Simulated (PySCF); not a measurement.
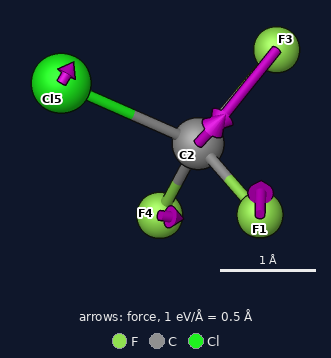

Starting geometry of CClF3 with the computed forces as purple arrows. Style: ball-and-stick. Shown from a free direction.

The start comes from MMFF94s. Its atoms were then displaced at random by about 0.03 Å.

Method: PBE0-D3(BJ)/def2-SVP geometry optimisation, gas phase (PySCF 2.14.0, density-fitted response routines). 

What follows when this structure is relaxed?

It isn't relaxed: the largest force vector, on F3, is 2.47 eV/Å. The final displacements follow the starting forces only in part (cosine between the two patterns 0.80). The atom that moves furthest after the best rigid fit is F3 (0.076 Å). By element the largest moves are F 0.076 Å, Cl 0.048 Å, C 0.015 Å. Some distances before and after: C2–F3 1.376 → 1.319 Å, F1–C2 1.341 → 1.318 Å, C2–F4 1.308 → 1.319 Å, C2–Cl5 1.763 → 1.759 Å. Among the angles between lasting bonds that change: F1–C2–Cl5 107.2° → 110.0°, F3–C2–Cl5 113.0° → 110.2°. Over 5 geometry steps the energy falls by 13.2 kJ/mol.
